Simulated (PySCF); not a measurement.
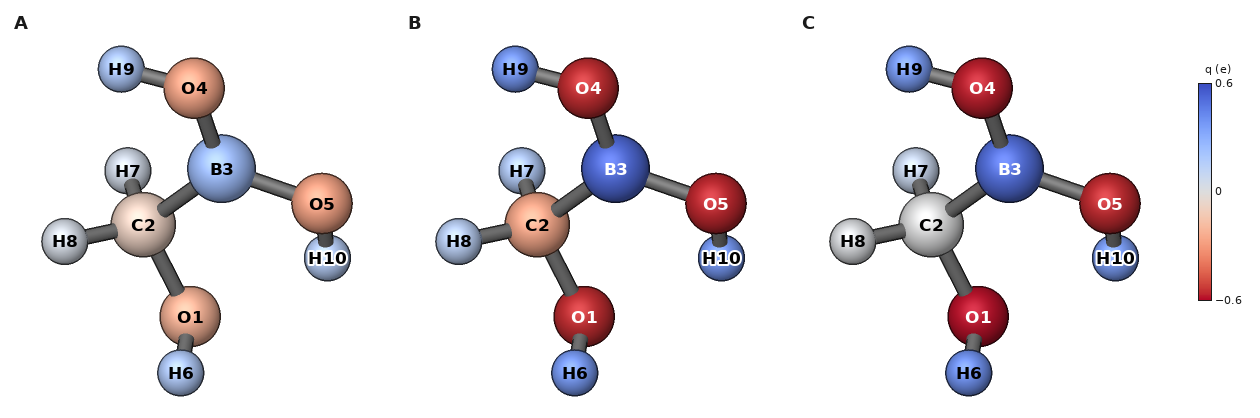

Atomic charges of one calculation by 3 schemes, on one colour scale. The computed structure is the end point of a PBE0-D3(BJ)/def2-SVP optimisation. No frequency run is at hand to confirm it as a minimum. Computed with PBE0/def2-TZVP (PySCF 2.14.0).

### The schemes are ESP-fitted, Hirshfeld, IAO. Which panel shows which?

A Hirshfeld, B IAO, C ESP-fitted.

List the charges (e), one line for each set of equivalent atoms.

```tsv
atom	Hirshfeld	IAO	ESP-fitted
O1	−0.21	−0.55	−0.58
C2	−0.08	−0.25	0.00
B3	0.23	0.51	0.50
O4	−0.26	−0.55	−0.57
O5	−0.26	−0.56	−0.55
H6	0.17	0.36	0.39
H7	0.05	0.16	0.08
H8	0.04	0.13	0.01
H9	0.18	0.37	0.36
H10	0.15	0.37	0.36
```
